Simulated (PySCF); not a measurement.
C4H10OSi (SMILES C1COC[SiH2]C1)

The calculation's input:

```
{"job": {"kind": "nmr", "xc": "CAM-B3LYP", "basis": "pcSseg-1", "solvent": "cyclohexane", "pop": false}, "charge": 0, "multiplicity": 1}
C      1.486069     0.249890    -0.187373
C      0.478971     1.389307     0.007348
O     -0.637551     1.288741    -0.841067
C     -1.663525     0.451228    -0.329592
Si    -0.962727    -1.155455     0.444736
C      0.882802    -1.157422    -0.025594
H      1.907946     0.350807    -1.188903
H      2.295297     0.402166     0.529134
H      0.154142     1.433131     1.057171
H      0.960595     2.340203    -0.243117
H     -2.256683     1.020168     0.402515
H     -2.316182     0.247380    -1.179694
H     -1.134753    -1.104355     1.904367
H     -1.643290    -2.333765    -0.096990
H      0.994674    -1.700668    -0.965083
H      1.454215    -1.721356     0.712143
```

Run with:

```sh
OMP_NUM_THREADS=1 python ens_run.py task.json out
```

Geometry: GFN2-xTB; a saddle point, not a minimum.

Level of theory: CAM-B3LYP/pcSseg-1, SCF density, in a cyclohexane solvent model, non-relativistic in PySCF 2.14.0.

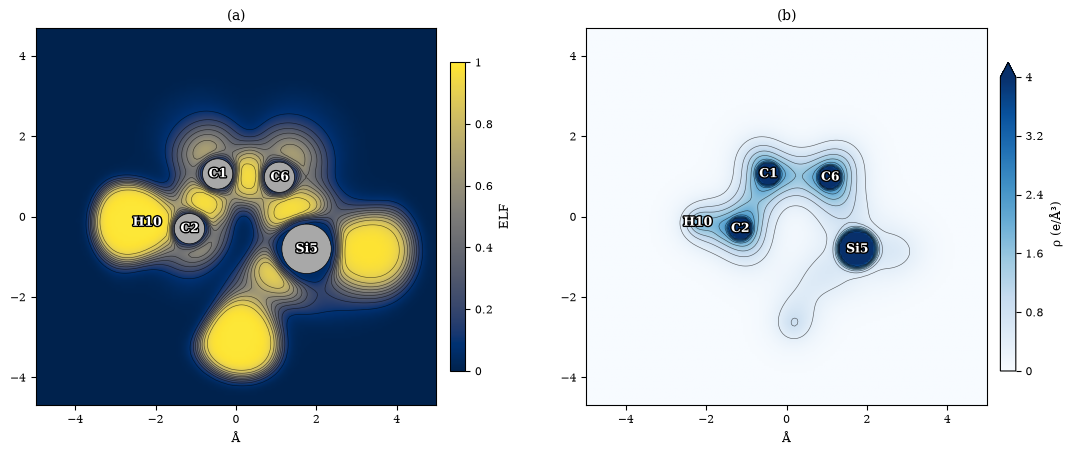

Figure 1. (a) electron localisation function; (b) total electron density on the plane of atoms C1, C6 and Si5. Grey discs cover the atomic cores in the ELF map.

What do the fields say about this system?

- The plane passes through C, Si and H nuclei.
- C–C (1.53 Å): ρ is about 1.7 e/Å³ halfway; the ELF peaks at about 0.95 between the atoms: a shared electron pair.
- C–Si (1.90 Å): ρ at the midpoint is about 0.92 e/Å³; the ELF peaks at about 0.95 between the atoms, as expected for a covalent bond.
- C–H (1.09 Å): the density is about 2 e/Å³ at the midpoint; the ELF climbs to about 1 towards the hydrogen, as it does in any bond to H; a covalent bond by its length.

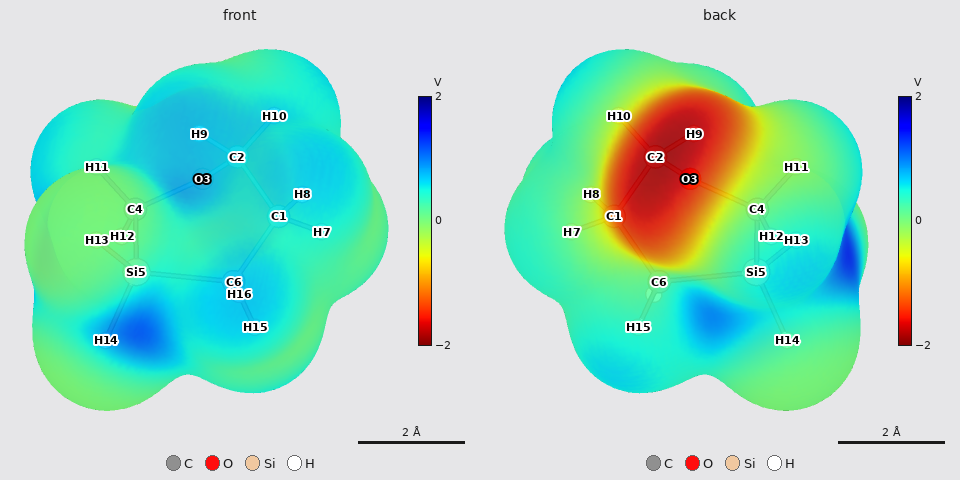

Figure 2. The electrostatic potential painted on the density surface at 0.002 e/bohr³, seen from the front and from behind; the colour scale runs from red (negative) to blue (positive).

Describe the electrostatic potential map.

The most negative region (about −1.8 V) lies over O3, the most positive (about +1.2 V) over Si5. O3 is the likeliest acceptor of a hydrogen bond.

What dipole moment does the calculation give?

Its dipole moment is 1.33 D.
